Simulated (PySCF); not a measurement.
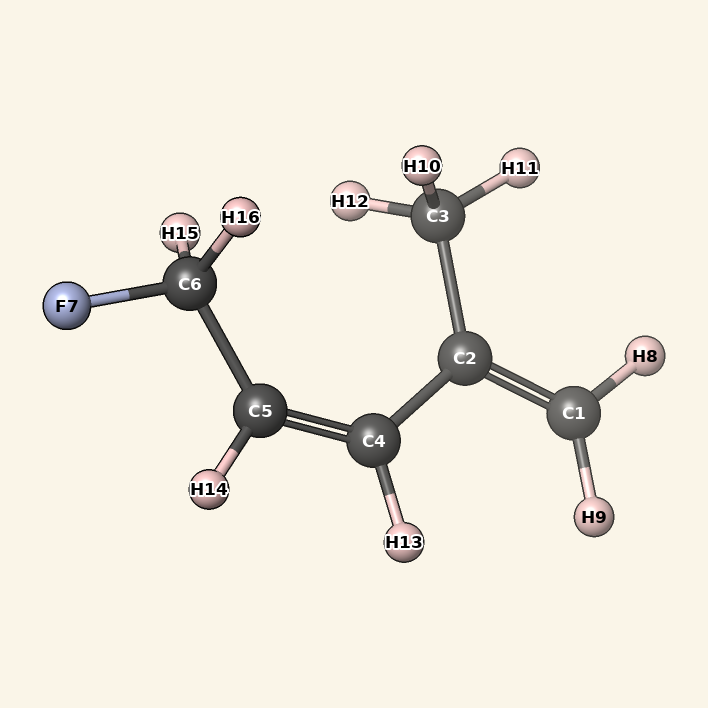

Atoms fade into the background with distance from the viewer. Computed geometry: PBE0-D3(BJ)/def2-SVP optimisation. No frequency run is at hand to confirm it as a minimum.

Which atoms or bonds are stereogenic?

Double bonds: C4=C5.

Assign CIP descriptors.

C4=C5: Z.

Write the isomeric SMILES.

C=C(C)/C=C\CF
